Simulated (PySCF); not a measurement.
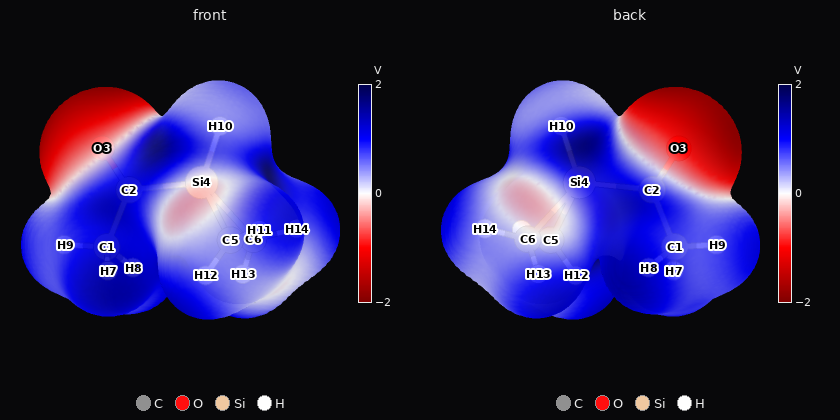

The picture shows: C4H8OSi (SMILES CC(=O)[SiH]1CC1). The molecular electrostatic potential painted on the density surface at 0.004 e/bohr³, seen from the front and from behind; the colour scale runs from red (negative) to blue (positive).

Geometry: GFN2-xTB.

These are results of B3LYP/def2-SVPD, SCF density, gas phase in PySCF 2.14.0, not measurements.

```tsv
atom	x (Å)	y (Å)	z (Å)
C	1.9605	0.0867	-0.2575
C	1.3990	0.1292	1.1380
O	2.1032	0.2287	2.1197
Si	-0.4820	0.0177	1.3720
C	-1.6043	0.6578	-0.0113
C	-1.5065	-0.8645	0.0477
H	1.5299	0.8943	-0.8458
H	1.6812	-0.8549	-0.7265
H	3.0442	0.1804	-0.2387
H	-0.9273	0.0451	2.7516
H	-2.5644	1.0760	0.2511
H	-1.1940	1.1310	-0.8920
H	-1.0330	-1.3475	-0.7954
H	-2.4073	-1.3803	0.3448
```

Describe the electrostatic potential map.

The most negative region (about −1.8 V, or −42 kcal/mol for a unit charge) lies over O3, the most positive (about +1.8 V, or +42 kcal/mol for a unit charge) over C1, Si4, C5 and C6. O3 is the likeliest acceptor of a hydrogen bond.

What dipole moment does the calculation give?

Its dipole moment is 2.87 D.
